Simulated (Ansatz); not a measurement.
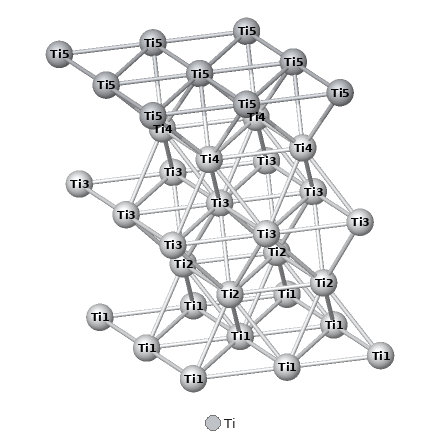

The system is Si on a Ti(001) slab cut from the P6_3/mmc phase, its upper half relaxed before the scan (5 atoms of substrate and one adsorbate in a 1 × 1 cell); the picture shows it without the atoms that are moved over the map. Si is moved over the surface cell; relaxed at each place: the height of the adsorbate's atoms; substrate rigid; the origin of the map has the adsorbate above Ti5. Places are given modulo a cell vector. The map is drawn in real space over the plane of the surface. Grid: 6 × 6 points; 10 points were computed and 26 follow by symmetry. All energies are given in eV relative to the lowest grid point. With one adsorbate in each 1 × 1 cell, its nearest image is 2.9 Å away, so neighbouring adsorbates interact. Method: DFT LDA, scalar-relativistic, plane waves, PAW (Ansatz). Settings: cutoff 420 eV, k-mesh 9×9×1, gaussian smearing 0.1 eV, no spin polarisation.

Range: position of Si6 along the first surface vector from 0.000 to 0.833; position of Si6 along the second surface vector from 0.000 to 0.833.

What will the energy surface look like?

The lowest grid point is at a threefold hollow, (2/6, 4/6) of the cell vectors. A higher local minimum lies near a threefold hollow over a second-layer Ti atom, (4/6, 2/6) of the cell vectors (0.012 eV above the lowest at that grid point). The highest grid point, the top site over a surface Ti atom, (0/6, 0/6) of the cell vectors, lies 0.691 eV above the lowest. On the interpolated surface the easiest way out of the lowest well to the well at a threefold hollow over a second-layer Ti atom, (4/6, 2/6) of the cell vectors passes a barrier of about 0.061 eV. At the lowest point the adsorbate has 3 Ti at 2.72 Å as nearest neighbours, at the highest 1 Ti at 2.54 Å. Its relaxed height above the top atom is 2.16 Å at the lowest and 2.54 Å at the highest point.

| second ↓, first → | 0/6 | 1/6 | 2/6 | 3/6 | 4/6 | 5/6 |
| --- | --- | --- | --- | --- | --- | --- |
| 5/6 | 0.570 | 0.365 | 0.087 | 0.087 | 0.365 | 0.570 |
| 4/6 | 0.271 | 0.087 | 0.000 | 0.087 | 0.271 | 0.357 |
| 3/6 | 0.061 | 0.087 | 0.087 | 0.061 | 0.092 | 0.092 |
| 2/6 | 0.271 | 0.365 | 0.271 | 0.092 | 0.012 | 0.092 |
| 1/6 | 0.570 | 0.570 | 0.357 | 0.092 | 0.092 | 0.357 |
| 0/6 | 0.691 | 0.570 | 0.271 | 0.061 | 0.271 | 0.570 |

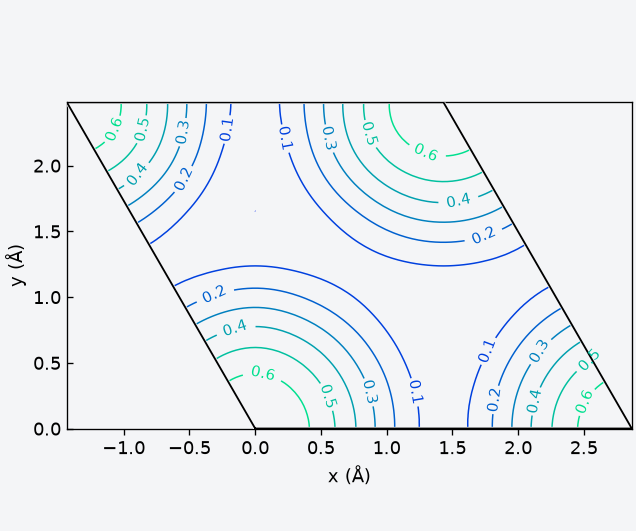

In the figure: contour lines labelled in eV, the outline of one cell of the plane. Between grid points the surface is interpolated.

Each point was launched as `ansatz run input.yaml --threads 1 --pin off --max-ram 3072MiB --backend cpu --events-out ev --progress --plain --runs-dir out`. The whole map (10 points run) took 5.9 min on 1 thread of Intel(R) Xeon(R) 6975P-C (Granite Rapids), with other jobs on the host.

PAW datasets: the set soft_1.
